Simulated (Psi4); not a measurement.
# Excited-state calculation, with input and output: GeH2

GeH2, computed with CIS/cc-pVTZ, RHF (Psi4 1.11).

The geometry comes from this level: PBE0-D4/def2-TZVP.

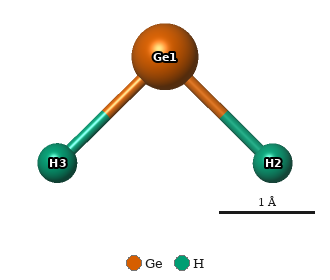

Figure 1. The input geometry (ball-and-stick view, seen on its broad side; atoms are numbered from 1 in the order of the input). Sticks mark near contacts. Bond lengths as drawn: Ge–H 1.59 Å.

## Key numbers

- outcome: converged
- total energy: −2076.511634 hartree
- basis functions: 71
- HOMO of the SCF reference: −9.20 eV
- LUMO of the SCF reference: 0.06 eV
- lowest excitation: 2.65 eV
- hardware: 1 thread of AMD EPYC (Zen 3), 24 GiB of memory available, shared host
- wall time: 18 s
- peak memory: 1.2 GiB

## Input file (input.inp)
```python
memory 1600 mb

molecule geom {
  Ge    -0.570100     0.405100    -0.263700
  H      0.783000     0.743600     0.509000
  H     -0.212900    -1.148700    -0.245300
  symmetry c1
}

set {
  basis cc-pVTZ
  puream true
  scf_type cd
  cholesky_tolerance 0.001
  save_jk true
}

from psi4.driver.procrouting.response.scf_response import tdscf_excitations
energy_value, wavefunction = energy('hf', return_wfn=True)
states = tdscf_excitations(wavefunction, states=4, tda=True)
```

Run as:
```bash
psi4 -n 1 input.inp input.out
```

## What the program printed
```
Psi4 1.11 release

   => Loading Basis Set <=

    Name: CC-PVTZ
    Role: ORBITAL
    Keyword: BASIS

         ---------------------------------------------------------
                                   SCF
                              RHF Reference
                        1 Threads,   1525 MiB Core
         ---------------------------------------------------------

  ==> Geometry <==

    Molecular point group: c1
    Full point group: Cs

    Geometry (in Angstrom), charge = 0, multiplicity = 1:

       Center              X                  Y                   Z               Mass
    ------------   -----------------  -----------------  -----------------  -----------------
         GE          -0.024958252672     0.016208590655     0.000000000000    73.921177761000
         H            1.532865847906     0.356372112592    -0.000000000000     1.007825032230
         H            0.297752933533    -1.545227392759    -0.000000000000     1.007825032230

  Running in c1 symmetry.

  Rotational constants: A =      6.83497  B =      6.50645  C =      3.33333 [cm^-1]
  Rotational constants: A = 204907.26324  B = 195058.57099  C =  99930.83042 [MHz]
  Nuclear repulsion =   21.473702028079785

  Charge       = 0
  Multiplicity = 1
  Electrons    = 34
  Nalpha       = 17
  Nbeta        = 17

  ==> Algorithm <==

  SCF Algorithm Type is CD.
  DIIS enabled.
  MOM disabled.
  Fractional occupation disabled.
  Guess Type is SAD.
  Energy threshold   = 1.00e-06
  Density threshold  = 1.00e-06
  Integral threshold = 1.00e-12

  ==> Primary Basis <==

  Basis Set: CC-PVTZ
    Blend: CC-PVTZ
    Number of shells: 27
    Number of basis functions: 71
    Number of Cartesian functions: 79
    Spherical Harmonics?: true
    Max angular momentum: 3

  ==> Integral Setup <==

  ==> CDJK: Cholesky-decomposed J/K Matrices <==

    J tasked:                     Yes
    K tasked:                     Yes
    wK tasked:                     No
    Integrals threads:              1
    Memory [MiB]:                1144
    Algorithm:                   Core
    Integral Cache:              NONE
    Schwarz Cutoff:             1E-12
    Cholesky tolerance:      1.00E-03
    No. Cholesky vectors:         269

  Minimum eigenvalue in the overlap matrix is 4.1286209176E-03.
  Reciprocal condition number of the overlap matrix is 9.2874317050E-04.
    Using symmetric orthogonalization.

  ==> Pre-Iterations <==

  SCF Guess: Superposition of Atomic Densities via on-the-fly atomic UHF (no occupation information).

   -------------------------
    Irrep   Nso     Nmo
   -------------------------
     A         71      71
   -------------------------
    Total      71      71
   -------------------------

  ==> Iterations <==

                        Total Energy        Delta E     RMS |[F,P]|

   @RHF iter SAD: -2072.10582106508718   -2.07211e+03   0.00000e+00
   @RHF iter   1: -2075.59212508162727   -3.48630e+00   2.61040e-02 DIIS/ADIIS
   @RHF iter   2: -2076.21228515817529   -6.20160e-01   1.81899e-02 DIIS/ADIIS
   @RHF iter   3: -2076.50846946216325   -2.96184e-01   1.53714e-03 DIIS/ADIIS
   @RHF iter   4: -2076.51148811522444   -3.01865e-03   1.82004e-04 DIIS/ADIIS
   @RHF iter   5: -2076.51162377528590   -1.35660e-04   3.05709e-05 DIIS
   @RHF iter   6: -2076.51163357464611   -9.79936e-06   7.01166e-06 DIIS
   @RHF iter   7: -2076.51163396136690   -3.86721e-07   6.38399e-07 DIIS
  Energy and wave function converged.

  ==> Post-Iterations <==

    Orbital Energies [Eh]
    ---------------------

    Doubly Occupied:

       1A   -405.235539     2A    -52.142479     3A    -46.230371
       4A    -46.228535     5A    -46.228070     6A     -7.188374
       7A     -5.164380     8A     -5.158485     9A     -5.155954
      10A     -1.639761    11A     -1.637152    12A     -1.633932
      13A     -1.627520    14A     -1.622995    15A     -0.673502
      16A     -0.437413    17A     -0.338228

    Virtual:

      18A      0.002062    19A      0.129887    20A      0.169177
      21A      0.246066    22A      0.283632    23A      0.302454
      24A      0.312825    25A      0.352340    26A      0.355932
      27A      0.358550    28A      0.426354    29A      0.470280
      30A      0.586488    31A      0.644826    32A      0.898684
      33A      0.950037    34A      0.956185    35A      0.995330
      36A      1.169819    37A      1.201615    38A      1.228583
      39A      1.329281    40A      1.362176    41A      1.363991
      42A      1.370437    43A      1.394614    44A      1.411618
      45A      1.481871    46A      1.483404    47A      1.549027
      48A      1.604570    49A      1.740338    50A      1.775402
      51A      1.779953    52A      2.090907    53A      2.302637
      54A      2.930910    55A      3.270274    56A      3.484596
      57A      3.510840    58A      3.578962    59A      3.612199
      60A      3.727122    61A      3.787162    62A      3.814347
      63A      3.966414    64A      4.088414    65A      4.182028
      66A      4.191159    67A      4.219233    68A      4.306383
      69A      4.386419    70A      4.867978    71A      4.950472

    Final Occupation by Irrep:
              A
    DOCC [    17 ]
    NA   [    17 ]
    NB   [    17 ]

  @RHF Final Energy: -2076.51163396136690

   => Energetics <=

    Nuclear Repulsion Energy =             21.4737020280797850
    One-Electron Energy =               -2939.2855053506118566
    Two-Electron Energy =                 841.3001693611649898
    Total Energy =                      -2076.5116339613668970

Computation Completed

Properties will be evaluated at   0.000000,   0.000000,   0.000000 [a0]

Properties computed using the SCF density matrix

 Multipole Moments:

 ------------------------------------------------------------------------------------
     Multipole            Electronic (a.u.)      Nuclear  (a.u.)        Total (a.u.)
 ------------------------------------------------------------------------------------

 L = 1.  Multiply by 2.5417464519 to convert [e a0] to [Debye]
 Dipole X            :         -1.9585989            1.9501117           -0.0084872
 Dipole Y            :          1.2734220           -1.2664574            0.0069646
 Dipole Z            :          0.0000000           -0.0000000            0.0000000
 Magnitude           :                                                    0.0109790

 ------------------------------------------------------------------------------------

	total time  =         16 seconds =       0.27 minutes

******************************************************************************************
**********                               WARNING                                **********
**********       The names of excited state variables changed between 1.5       **********
**********     and 1.6. For a quick solution, remove the symmetry specifier     **********
**********   from the variable name. For full details, see 'Notes on Psivars'   **********
**********                        in the documentation.                         **********
******************************************************************************************

         ---------------------------------------------------------
                         TDSCF excitation energies
         ---------------------------------------------------------

  ==> Options <==

     Residual threshold  : 1.0000e-04
     Initial guess       : denominators
     Reference           : RHF
     Solver type         : TDA (Davidson)

  ==> Requested Excitations <==

      4 singlet states with A symmetry

  ==> Seeking the lowest 4 singlet states with A symmetry

                         Generalized Davidson Solver

  ==> Options <==

    Max number of iterations        = 60
    Eigenvector tolerance           = 1.0000e-04
    Max number of expansion vectors = 800

  => Iterations <=
                           Max[D[value]]     Max[|R|]   # vectors
  DavidsonSolver iter   1:   2.98284e-01  7.73718e-02     16
  DavidsonSolver iter   2:   1.07805e-02  2.30454e-02     20
  DavidsonSolver iter   3:   5.17182e-04  5.00515e-03     24
  DavidsonSolver iter   4:   1.42285e-05  8.14536e-04     28
  DavidsonSolver iter   5:   2.51993e-07  1.55714e-04     32
  DavidsonSolver iter   6:   4.54611e-09  7.58236e-05     33      Converged

******************************************************************************************
**********                               WARNING                                **********
**********  Length-gauge rotatory strengths are **NOT** gauge-origin invariant  **********
******************************************************************************************

                                    Excitation Energy         Total Energy        Oscillator Strength             Rotatory Strength
     #   Sym: GS->ES (Trans)        au              eV              au          au (length)    au (velocity)    au (length)    au (velocity)
    ---- -------------------- --------------- --------------- --------------- --------------- --------------- --------------- ---------------
     1        A->A (1 A)       0.09741         2.65072        -2076.41422      0.0289          0.0070          0.0000         -0.0000
     2        A->A (1 A)       0.18189         4.94957        -2076.32974      0.0000          0.0000          0.0000          0.0000
     3        A->A (1 A)       0.27046         7.35953        -2076.24118      0.3645          0.1273         -0.0000         -0.0000
     4        A->A (1 A)       0.29166         7.93654        -2076.21997      0.3542          0.2722         -0.0000         -0.0000

Contributing excitations
Only contributions with abs(coeff) > 1.00e-01 will be printed:

Excited State    1 (1 A):   0.09741 au   467.74 nm f = 0.0289
  Sums of squares: Xssq =  1.000000e+00
     17a  ->  18a     0.984354 (96.895%)
     17a  ->  24a    -0.137102 ( 1.880%)

Excited State    2 (1 A):   0.18189 au   250.49 nm f = 0.0000
  Sums of squares: Xssq =  1.000000e+00
     16a  ->  18a     0.984108 (96.847%)
     16a  ->  24a    -0.152647 ( 2.330%)

Excited State    3 (1 A):   0.27046 au   168.47 nm f = 0.3645
  Sums of squares: Xssq =  1.000000e+00
     16a  ->  20a    -0.149257 ( 2.228%)
     16a  ->  25a    -0.136986 ( 1.877%)
     17a  ->  19a    -0.970320 (94.152%)

Excited State    4 (1 A):   0.29166 au   156.22 nm f = 0.3542
  Sums of squares: Xssq =  1.000000e+00
     16a  ->  19a    -0.138275 ( 1.912%)
     17a  ->  20a    -0.972126 (94.503%)
     17a  ->  29a    -0.111387 ( 1.241%)

******************************************************************************************
**********                               WARNING                                **********
**********       The names of excited state variables changed between 1.5       **********
**********     and 1.6. For a quick solution, remove the symmetry specifier     **********
**********   from the variable name. For full details, see 'Notes on Psivars'   **********
**********                        in the documentation.                         **********
******************************************************************************************

    Psi4 run time: 0:00:16.38
```

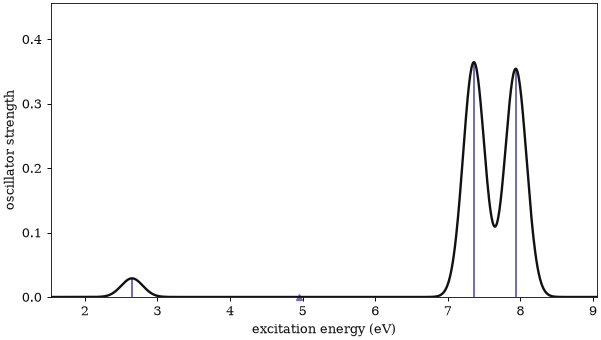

Figure 2. Computed excitations as sticks (degenerate states added up, dark ones marked on the axis), with a Gaussian envelope of 0.35 eV full width at half maximum, scaled to the tallest. Of the 4 states the lowest lies at 2.65 eV (f = 0.029); the strongest line is at 7.36 eV, or 168 nm (f = 0.364).

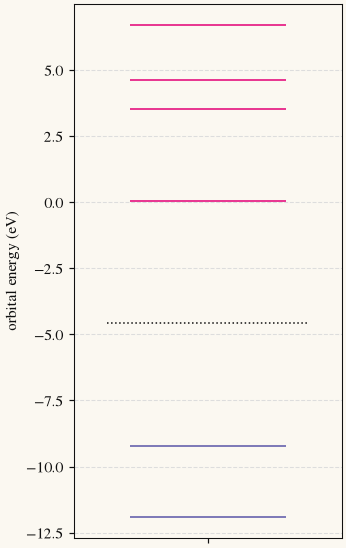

Figure 3. Orbital energies near the frontier (SCF reference); the dotted line parts filled from empty levels, and levels within 0.02 eV of each other stand side by side. Highest filled −9.20 eV, lowest empty 0.06 eV, 9.26 eV apart.
